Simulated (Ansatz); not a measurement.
# CH₈InNSi₂: ionisation energy by level of theory

How much energy removes an electron from CH₈InNSi₂ at fixed geometry? The cation is run at each level and the neutral's energy taken from earlier runs.

Computed with Ansatz 0.2.0, Gaussian basis. Level: unrestricted cation, the program's frozen cores in correlated methods.

The runs, in order: UKS PBE-D4/def2-TZVPP; UKS r2SCAN-D4/def2-TZVPP; UKS PBE0-D4/def2-TZVPP; UKS B3LYP-D4/def2-TZVPP; UKS wB97X-V/def2-TZVPP; UKS wB97M-V/def2-TZVPP; UKS B2PLYP/def2-TZVPP; UHF-CCSD(T)/def2-TZVPP; UHF-MP2/def2-QZVPP; extrapolation to the limit; then −ε(HOMO) from the neutral's earlier runs with LDA (SPW92), PBE-D4, revPBE-D4, BLYP-D4, r2SCAN-D4, B97M-V, PBE0-D4, B3LYP-D4, r2SCANh-D4, r2SCAN0-D4, HSE06-D4, BHLYP-D4, CAM-B3LYP-D4, LC-ωPBE, ωB97X-V, ωB97M-V.

1 further run of the same task is left out (for a known fault of the program).

## 1. The relaxed structure

An earlier PBE0-D4 in a triple-zeta def2 set relaxation fixed the geometry. In takes the def2 core potential; no spin-orbit term is included.

SMILES `[InH2][CH2]N1[SiH2][SiH2]1`, 13 atoms, charge 0, spin multiplicity 1.

Atoms are counted from 1 here; the program's logs count them from 0.

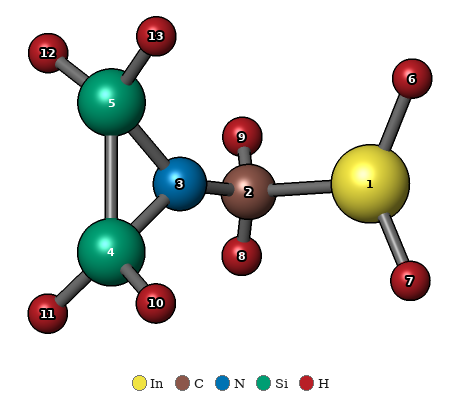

The geometry (indium yellow, carbon brown, nitrogen blue, silicon teal, hydrogen red); atoms are numbered from 1 in the order of the file.

## 2. Cation, UKS PBE-D4/def2-TZVPP

Contents of in.yaml:

```yaml
crystal:
  periodic: [false, false, false]
  atoms:
    - {symbol: In, position_ang: [-1.964773, 1.303431, -0.151660]}
    - {symbol: C, position_ang: [-1.129730, -0.568314, 0.578607]}
    - {symbol: N, position_ang: [0.252197, -0.413050, 0.143455]}
    - {symbol: Si, position_ang: [1.288822, -0.863012, -1.175956]}
    - {symbol: Si, position_ang: [1.790219, 0.101898, 0.766095]}
    - {symbol: H, position_ang: [-1.815373, 2.724775, 0.820458]}
    - {symbol: H, position_ang: [-2.477370, 1.405269, -1.799471]}
    - {symbol: H, position_ang: [-1.578952, -1.453425, 0.125655]}
    - {symbol: H, position_ang: [-1.181704, -0.675627, 1.663074]}
    - {symbol: H, position_ang: [1.080687, -0.160318, -2.471756]}
    - {symbol: H, position_ang: [1.444300, -2.321091, -1.435906]}
    - {symbol: H, position_ang: [2.316794, -0.642012, 1.943825]}
    - {symbol: H, position_ang: [1.974895, 1.561455, 0.993581]}
basis:
  gaussian: {orbitals: def2-TZVPP}
total_charge: 1
magnetization: {spin_polarized: true, initial_magnetization: 1}
hamiltonian: {xc: pbe, dispersion: d4}
```

Started as:

```
> ansatz run in.yaml --threads 2 --pin off --events-out ev --progress --plain --max-ram 20480MiB --backend cuda --devices 0, --max-vram 18GiB
```

Further steps of the session: Cation, UKS r2SCAN-D4/def2-TZVPP; Cation, UKS PBE0-D4/def2-TZVPP; Cation, UKS B3LYP-D4/def2-TZVPP; Cation, UKS wB97X-V/def2-TZVPP; Cation, UKS wB97M-V/def2-TZVPP; Cation, UKS B2PLYP (frozen core)/def2-TZVPP; Cation, UHF-CCSD(T)/def2-TZVPP; Cation, UHF-MP2/def2-QZVPP.

Q: Predict the results of all the runs planned. Wanted: ionisation energy, CCSD(T)/CBS; nearest functional by difference; nearest −ε(HOMO); −ε(HOMO) of PBE; T1 of the cation.

**Answer**, as computed:

```
                        quantity               value
  ionisation energy, CCSD(T)/CBS             8.05 eV
nearest functional by difference  ωB97M-V (-0.16 eV)
                nearest −ε(HOMO)  ωB97M-V (+0.18 eV)
                 −ε(HOMO) of PBE             5.13 eV
                T1 of the cation               0.021
```

By cation minus neutral, the functionals miss by 0.39 eV at most. −ε(HOMO) of PBE misses by 2.9 eV, since self-interaction lifts the level. Among orbital estimates ωB97M-V comes nearest. Hartree-Fock falls 1.05 eV short, as the neutral has more correlation energy than the cation. The cation may have settled in a state other than its lowest; no search over hole states beyond the program's own was made. Correlated methods include outer-core shells of In, which these sets cover unevenly. With outer-core shells in play the reference is unsure by up to some tenths of an eV, so close misses can't be ranked.
